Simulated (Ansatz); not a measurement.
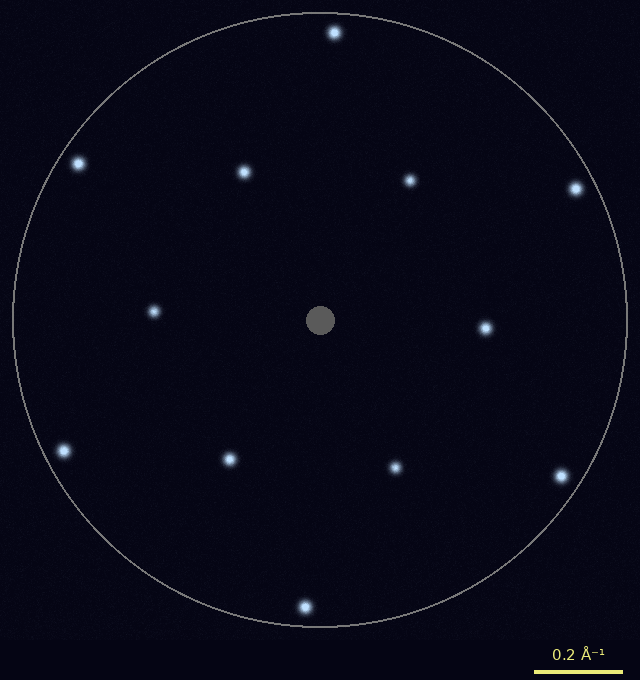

Simulated LEED pattern at 110 eV and normal incidence, from the upper face of a slab model. Spot positions follow from the surface net; brightness is a rough single-scattering estimate from the outer layers, good only for telling present from absent.

> What surface net do the spots show?

The spots form a hexagonal reciprocal net with shortest vectors 0.378 and 0.378 Å⁻¹ at 60.0°. The primitive real-space mesh has edges 3.06 and 3.06 Å at 60.0° (or its supplement) and area 8.1 Å².

The slab has composition TiH5 (6 atoms a cell, 3.5 Å thick). Structure: the end point of a relaxation with DFT PBE, scalar-relativistic, plane waves, PAW (Ansatz); the starting structure was generated, so it need not be a known form of this composition.

> Which atoms form the outermost layer?

The highest atoms of the upper face (within 0.6 Å of the top) are H; the spot positions alone do not show this.
